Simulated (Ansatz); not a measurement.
Ga3 (charge −1)

```xyz
3

Ga   -0.4823   -0.6843    1.1878
Ga   -0.3569    1.3830   -0.2371
Ga    0.8393   -0.6987   -0.9506
```

Geometry: PBE-D4/def2-TZVPD.

These are results of RKS PBE0-D4/def2-TZVPD (Ansatz 0.2.0), not measurements.

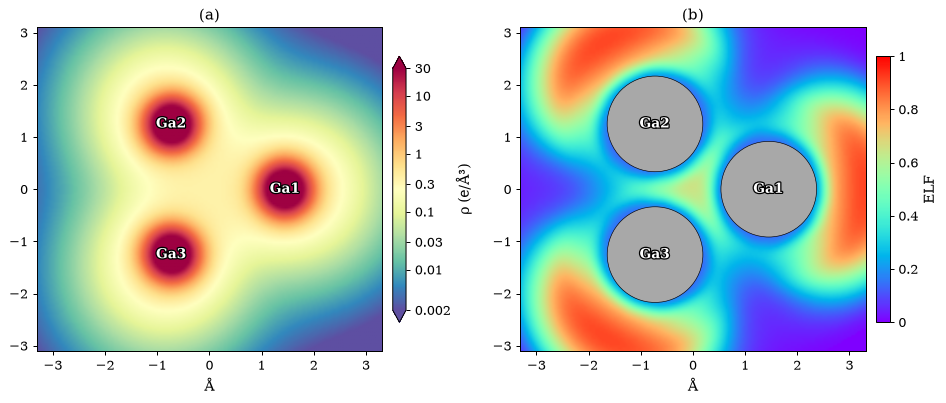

Figure 1. (a) total electron density; (b) electron localisation function on the molecular plane. Grey discs cover the atomic cores in the ELF map.

Question: Read the bonding off the picture.

Answer: The plane passes through Ga nuclei. Ga–Ga (2.50 Å): ρ is about 0.35 e/Å³ halfway; the ELF is about 0.50 at the midpoint.

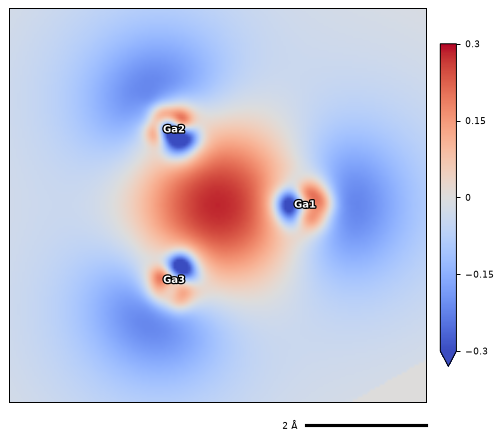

Figure 2. The HOMO on the molecular plane (values in Å⁻³ᐟ²; the overall sign is arbitrary).

Question: What is the character of this orbital?

Answer: Its weight (Hirshfeld) is mainly on Ga1 (about 35 %), Ga2 (about 35 %) and Ga3 (about 35 %); it is symmetric in the molecular plane (an in-plane orbital: σ, lone-pair or in-plane π type). Its energy is −0.19 eV.

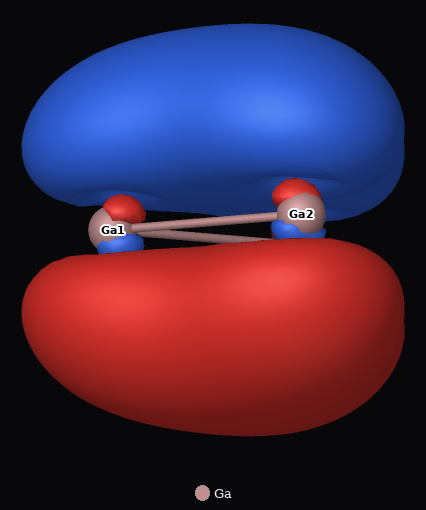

Figure 3. The HOMO−1 at ±0.08 Å⁻³ᐟ² (red and blue are the two phases), seen from one side.

Question: What is the character of this orbital?

Answer: Its weight (Hirshfeld) is mainly on Ga1 (about 35 %), Ga2 (about 35 %) and Ga3 (about 35 %); it changes sign across the molecular plane (π type); π-bonding across Ga1–Ga2, Ga1–Ga3 and Ga2–Ga3. Its energy is −0.42 eV.
